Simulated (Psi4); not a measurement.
# One shape, several levels: WOF4 (SMILES O=[W](F)(F)(F)F)

Wanted: a comparison of 5 runs (BLYP/def2-SVP, PBE/def2-SVP, SVWN5/def2-SVP, revPBE/def2-SVP, CCSD/def2-SVP) of WOF4. 

Program for the calculation: Psi4 1.11.

21 further runs of the same task are left out: 20 that didn't finish, 1 set aside as unsound or not needed.

## Step 1: Starting point

WOF4: 6 atoms, total charge 0, spin state singlet. SMILES: `O=[W](F)(F)(F)F`. Geometry: relaxed at PBE0-D4/def2-TZVP.

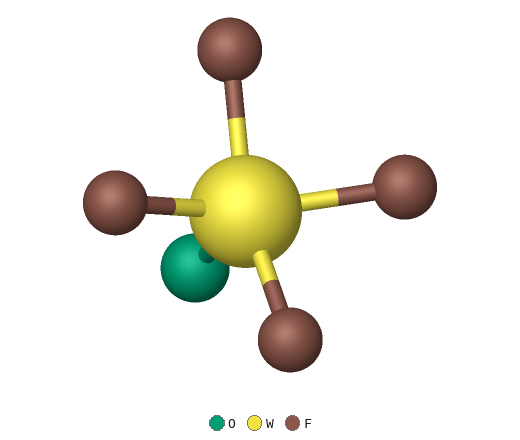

The structure, seen from a chosen angle (oxygen teal, tungsten yellow, fluorine brown).

## Step 2: Energy and gradient at BLYP/def2-SVP (core potential) (run 1)

input.dat reads:

```
memory 2200 MB

molecule {
  0 1
  O
  W 1 r2
  F 2 r3 1 a3
  F 2 r4 1 a4 3 d4
  F 2 r5 1 a5 4 d5
  F 2 r6 1 a6 4 d6

  r2 = 1.670523
  r3 = 1.847651
  a3 = 105.12326
  r4 = 1.847655
  a4 = 105.11785
  d4 = -90.0008
  r5 = 1.84766
  a5 = 105.12317
  d5 = -89.99942
  r6 = 1.847657
  a6 = 105.11781
  d6 = -179.99992
  symmetry c1
}

set {
  puream               true
  e_convergence        1e-09
  d_convergence        1e-08
  scf_type             pk
  dft_radial_points    99
  dft_spherical_points 590
}

E, wfn = gradient("blyp/def2-SVP", return_wfn=True)
oeprop(wfn, "QUADRUPOLE", "DIPOLE", "MULLIKEN_CHARGES", title="BLYP")
print_variables()
```

Launch:

```console
$ psi4 input.dat output.dat -n 1
```

output.dat:

```text
[...]
    !!!  WARNING: ECP capability is in beta. Please check occupations closely.  !!!
[...]
  Running in c1 symmetry.
[...]
  Nuclear repulsion =  326.344070244008321
[...]
  Multiplicity = 1
[...]
  Nalpha       = 29
  Nbeta        = 29
[...]
    Number of basis functions: 102
[...]
   @RKS iter   1:  -540.65309850164056   -1.51973e-01   1.47825e-02 ADIIS/DIIS
[...]
   @RKS iter  15:  -541.55610047005598   -1.22782e-11   9.03256e-09 DIIS
[...]
  @RKS Final Energy:  -541.55610047005598
   => Energetics <=
    Nuclear Repulsion Energy =            326.3440702440083214
    One-Electron Energy =               -1422.8912749557596271
    Two-Electron Energy =                 612.9846693030232245
    DFT Exchange-Correlation Energy =     -57.9935650613277858
    Empirical Dispersion Energy =           0.0000000000000000
    VV10 Nonlocal Energy =                  0.0000000000000000
    Total Energy =                       -541.5561004700559806
[...]
  -Total Gradient:
     Atom            X                  Y                   Z
    ------   -----------------  -----------------  -----------------
       1        0.000000067774     0.000000156122     0.045827319651
       2       -0.000001388321    -0.000005609069    -0.020793379890
       3       -0.000079856427     0.023956749402    -0.006190192642
       4        0.023955961410     0.000082971686    -0.006190063167
       5        0.000080152042    -0.023951173771    -0.006188820779
       6       -0.023954918255    -0.000083094341    -0.006189724324
[...]
```

Wall time 75 s (1 thread of AMD EPYC (Zen 3), shared host); peak memory 1.2 GiB.

## Step 3: Energy and gradient at PBE/def2-SVP (core potential) (run 2)

job.json reads:

```json
{
  "schema_name": "qcschema_input",
  "schema_version": 1,
  "molecule": {
    "schema_name": "qcschema_molecule",
    "schema_version": 2,
    "symbols": ["O", "W", "F", "F", "F", "F"],
    "geometry": [-3.07787253, -0.46663007, -0.89040116, -0.07704413, -0.01167851, -0.02227987, -0.23383471, 2.2059151, 2.67005073, 1.01041766, 2.7219993, -1.90255737, 1.81158595, -1.96673246, -2.21360629, 0.56672886, -2.48289226, 2.35883174],
    "molecular_charge": 0,
    "molecular_multiplicity": 1,
    "fix_symmetry": "c1"
  },
  "driver": "gradient",
  "model": {
    "method": "pbe",
    "basis": "def2-SVP"
  },
  "keywords": {
    "reference": "rks",
    "puream": true,
    "e_convergence": 1e-09,
    "d_convergence": 1e-08,
    "scf_type": "pk",
    "dft_radial_points": 99,
    "dft_spherical_points": 590
  }
}
```

Launch:

```console
$ psi4 --qcschema job.json -n 1 --memory 2200MB
```

stdout:

```text
[...]
    !!!  WARNING: ECP capability is in beta. Please check occupations closely.  !!!
[...]
  Running in c1 symmetry.
[...]
  Nuclear repulsion =  326.344038974300247
[...]
  Multiplicity = 1
[...]
  Nalpha       = 29
  Nbeta        = 29
[...]
    Number of basis functions: 102
[...]
   @RKS iter   1:  -540.33380856001327   -2.37272e-01   1.43702e-02 ADIIS/DIIS
[...]
   @RKS iter  15:  -541.19556462094795   -2.84217e-12   5.31376e-09 DIIS
[...]
  @RKS Final Energy:  -541.19556462094795
   => Energetics <=
    Nuclear Repulsion Energy =            326.3440389743002470
    One-Electron Energy =               -1422.7709270972879949
    Two-Electron Energy =                 612.8279896472297423
    DFT Exchange-Correlation Energy =     -57.5966661451899853
    Empirical Dispersion Energy =           0.0000000000000000
    VV10 Nonlocal Energy =                  0.0000000000000000
    Total Energy =                       -541.1955646209479482
[...]
  -Total Gradient:
     Atom            X                  Y                   Z
    ------   -----------------  -----------------  -----------------
       1        0.031492275144     0.004774342901     0.009110428034
       2       -0.015009682761    -0.002270841947    -0.004338408766
       3        0.001192440623    -0.011250092073    -0.013744909433
       4       -0.005168934797    -0.014009564914     0.009689131453
       5       -0.009302912980     0.010016479091     0.011394227525
       6       -0.002945078739     0.012778797035    -0.012035787893
[...]
```

The result, in JSON:

```text
{
 "driver": "gradient",
 "model": {
  "method": "pbe",
  "basis": "def2-SVP"
 },
 "success": true,
 "return_result": [0.03149227514446312, 0.004774342900874126, 0.009110428033897694, -0.015009682761035842, -0.002270841947176836, -0.004338408765844529, 0.0011924406232028135, -0.011250092072637496, -0.01374490943264381, -0.005168934797328592, -0.01400956491385938, 0.009689131452963073, -0.009302912980157091, 0.010016479090655755, 0.01139422752513064, -0.002945078739249256, 0.012778797035311318, -0.0120357878926671],
 "properties": {
  "calcinfo_nbasis": 102,
  "calcinfo_nmo": 102,
  "calcinfo_nalpha": 29,
  "calcinfo_nbeta": 29,
  "calcinfo_natom": 6,
  "nuclear_repulsion_energy": 326.34403897430025,
  "return_energy": -541.195564620948,
  "return_gradient": [0.03149227514446312, 0.004774342900874126, 0.009110428033897694, -0.015009682761035842, -0.002270841947176836, -0.004338408765844529, 0.0011924406232028135, -0.011250092072637496, -0.01374490943264381, -0.005168934797328592, -0.01400956491385938, 0.009689131452963073, -0.009302912980157091, 0.010016479090655755, 0.01139422752513064, -0.002945078739249256, 0.012778797035311318, -0.0120357878926671],
  "scf_one_electron_energy": -1422.770927097288,
  "scf_two_electron_energy": 612.8279896472297,
  "scf_xc_energy": -57.596666145189985,
  "scf_dipole_moment": [0.17096107094942292, 0.025940098148057533, 0.04947000319597894],
  "scf_total_energy": -541.195564620948,
  "scf_total_gradient": [0.03149227514446312, 0.004774342900874126, 0.009110428033897694, -0.015009682761035842, -0.002270841947176836, -0.004338408765844529, 0.0011924406232028135, -0.011250092072637496, -0.01374490943264381, -0.005168934797328592, -0.01400956491385938, 0.009689131452963073, -0.009302912980157091, 0.010016479090655755, 0.01139422752513064, -0.002945078739249256, 0.012778797035311318, -0.0120357878926671],
  "scf_iterations": 15
 }
}
```

Run time: 73 s. Hardware: 1 thread of AMD EPYC (Zen 3), shared host; peak memory 1.2 GiB.

Runs 3 to 4 aren't shown in full; the table further down has their settings and results.

## Step 4: A single-point energy at CCSD/def2-SVP (core potential) (run 5)

f4ow.in reads:

```
memory 2.2 GB

molecule {
  O     -1.628740    -0.246930    -0.471180
  W     -0.040770    -0.006180    -0.011790
  F     -0.123740     1.167320     1.412930
  F      0.534690     1.440420    -1.006790
  F      0.958650    -1.040750    -1.171390
  F      0.299900    -1.313890     1.248240
  symmetry c1
  no_reorient
  no_com
}

set globals {
  basis           def2-SVP
  puream          true
  e_convergence   1e-09
  d_convergence   1e-08
  scf_type        pk
  num_frozen_docc 5
}

energy("ccsd")
print_variables()
```

Launch:

```console
$ psi4 f4ow.in f4ow.out -n 1
```

f4ow.out:

```text
[...]
    !!!  WARNING: ECP capability is in beta. Please check occupations closely.  !!!
[...]
  Running in c1 symmetry.
[...]
  Nuclear repulsion =  326.344038875797992
[...]
  Multiplicity = 1
[...]
  Nalpha       = 29
  Nbeta        = 29
[...]
    Number of basis functions: 102
[...]
   @RHF iter   1:  -538.25822395530213   -1.52363e+00   1.12224e-02 ADIIS/DIIS
[...]
   @RHF iter  16:  -538.80279891060957    1.13687e-13   4.68416e-09 DIIS
[...]
  @RHF Final Energy:  -538.80279891060957
   => Energetics <=
    Nuclear Repulsion Energy =            326.3440388757979918
    One-Electron Energy =               -1421.0180413552313894
    Two-Electron Energy =                 555.8712035688239439
    Total Energy =                       -538.8027989106095674
[...]
 Multipole Moments:
 ------------------------------------------------------------------------------------
     Multipole            Electronic (a.u.)      Nuclear  (a.u.)        Total (a.u.)
 ------------------------------------------------------------------------------------
 L = 1.  Multiply by 2.5417464519 to convert [e a0] to [Debye]
 Dipole X            :         -2.5336170            2.6924818            0.1588648
 Dipole Y            :         -0.3839556            0.4080675            0.0241119
 Dipole Z            :         -0.7333686            0.7793420            0.0459733
 Magnitude           :                                                    0.1671315
[...]
      * MP2 total energy                      = -540.125364747016306
[...]
      * CCSD total energy                     = -540.072183242007554
[...]
```

It took 4.2 min on 1 thread of AMD EPYC (Zen 3), shared host; peak memory 0.88 GiB.

## Step 5: The series

```
run                             level      task  frozen core orbitals  energy (Eh)  dipole moment (D)  HOMO energy (eV)  LUMO energy (eV)  wall time
  1    BLYP/def2-SVP (core potential)  gradient                     0  -541.556100               0.45             -9.59             -4.57       75 s
  2     PBE/def2-SVP (core potential)  gradient                     0  -541.195565               0.46             -9.75             -4.69       73 s
  3   SVWN5/def2-SVP (core potential)  gradient                     0  -538.463559               0.48            -10.00             -4.95       62 s
  4  revPBE/def2-SVP (core potential)  gradient                     0  -541.507007               0.45             -9.68             -4.61       68 s
  5    CCSD/def2-SVP (core potential)    energy                     5  -540.072183                  –            -16.33             -0.71    4.2 min
```

## Step 6: Outcome

```
                                          quantity          value
                               run 5: total energy  -540.07218 Eh
        run 5: HOMO energy (Hartree–Fock orbitals)      -16.33 eV
        run 5: LUMO energy (Hartree–Fock orbitals)       -0.71 eV
      run 5: HOMO–LUMO gap (Hartree–Fock orbitals)       15.62 eV
run 5: correlation energy (5 core orbitals frozen)    -1269.4 mEh
                              run 5: T1 diagnostic          0.021
```

In words: Over runs 1, 2, 3, 4 the dipole moment (its size) runs from 0.45 D (BLYP/def2-SVP) to 0.48 D (SVWN5/def2-SVP). Over runs 1, 2, 3, 4 the HOMO–LUMO gap runs from 5.02 eV (BLYP/def2-SVP) to 5.06 eV (revPBE/def2-SVP). Totals of different functionals can't be ranked against each other. All runs together took 8.8 min, the longest 4.2 min.
